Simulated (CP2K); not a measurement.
Band structure of BaGaSi (P-6m2, 3 atoms in the cell).

```yaml
crystal:
  lattice:
    - [4.28357, 0.00000, 0.00000]
    - [-2.14178, 3.70968, 0.00000]
    - [0.00000, 0.00000, 5.23811]
  atoms:
    - { symbol: Ba, position: [0.00000, 0.00000, 0.00000] }
    - { symbol: Ga, position: [0.33333, 0.66667, 0.50000] }
    - { symbol: Si, position: [0.66667, 0.33333, 0.50000] }
```

Level of theory: PBEsol, GPW, DZVP-MOLOPT-SR-GTH basis, GTH-PBE potentials (GTH_POTENTIALS) in CP2K.

Settings: CUTOFF = 600 Ry; REL_CUTOFF = 40 Ry; SMEAR/METHOD = FERMI_DIRAC; ELECTRONIC_TEMPERATURE = 1160.45 K; KPOINTS/SCHEME = MONKHORST-PACK 7 7 5; XC_FUNCTIONAL = PBE:PBESOL; Ba/BASIS_SET = DZVP-MOLOPT-SR-GTH-q10; Ba/POTENTIAL = GTH-PBE-q10; Ga/BASIS_SET = DZVP-MOLOPT-SR-GTH-q13; Ga/POTENTIAL = GTH-PBE-q13; Si/BASIS_SET = DZVP-MOLOPT-SR-GTH-q4; Si/POTENTIAL = GTH-PBE-q4; METHOD = GPW; EPS_DEFAULT = 1e-10.

The starting cell comes from a database of computed structures (which also holds hypothetical and non-ambient phases and stackings), without a prior relaxation at this level. Its lattice was rescaled by a random factor within 2.5 % of one. Values carry the incompleteness of an atom-centred basis. The potentials were made for another functional than the one used.

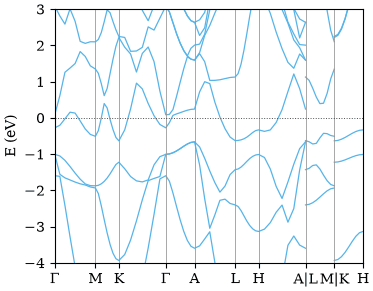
Bands along the path, energies from the Fermi level.

Levels in eV from the Fermi level, bands 11 to 16:
```csv
point,11,12,13,14,15,16
Γ,-1.60,-1.01,-1.01,-0.28,0.08,3.08
M,-6.43,-1.94,-1.88,-0.51,1.35,2.10
K,-6.43,-3.94,-1.23,-0.64,2.22,2.25
A,-3.60,-0.66,-0.66,0.24,1.59,1.59
L,-5.95,-2.40,-1.43,-0.63,1.13,3.38
H,-6.74,-3.14,-1.01,-0.33,3.14,3.78
```

Bands cross the Fermi level along this path, so the cell is metallic at this level.

Higher empty bands are left out: an atom-centred basis made for the valence describes them poorly.
